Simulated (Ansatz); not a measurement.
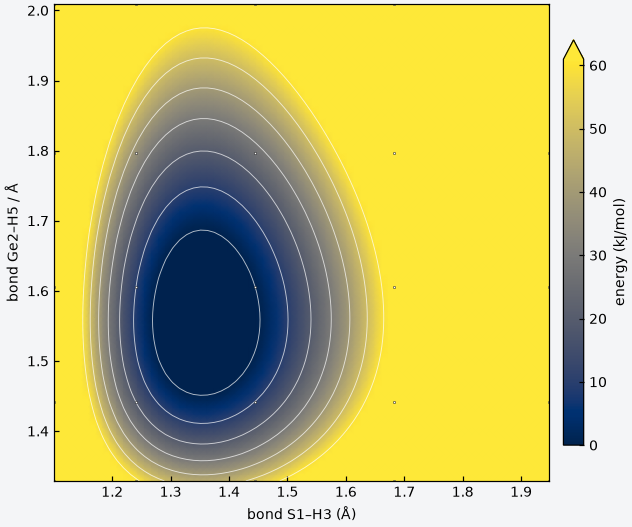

GeH3S, SMILES [SH][GeH2], spin multiplicity 2. Two internal coordinates are moved rigidly from the geometry relaxed at PBE0-D4/def2-TZVP, all others fixed. First axis: bond S1–H3. Second axis: bond Ge2–H5. The grid has 5 × 5 points. Points are written as (first, second). Energies: kJ/mol, counted from the lowest grid point. The calculation used UKS PBE-D4/def2-TZVPP (Ansatz 0.2.0).

Drawn: a smooth colour map with a few white contour lines, dots at the grid points, one colour for all values above the top of the scale. Between grid points the surface is interpolated.

Where is the minimum, and how stiff is the well along each coordinate?

The interpolated minimum is at bond S1–H3 ≈ 1.351 Å, bond Ge2–H5 ≈ 1.557 Å. The curvatures there are about 27 eV/Å² and 15 eV/Å², with a cross term of about 0 eV/Å². Round the minimum the two coordinates are nearly uncoupled. (1 eV is 96.5 kJ/mol.)
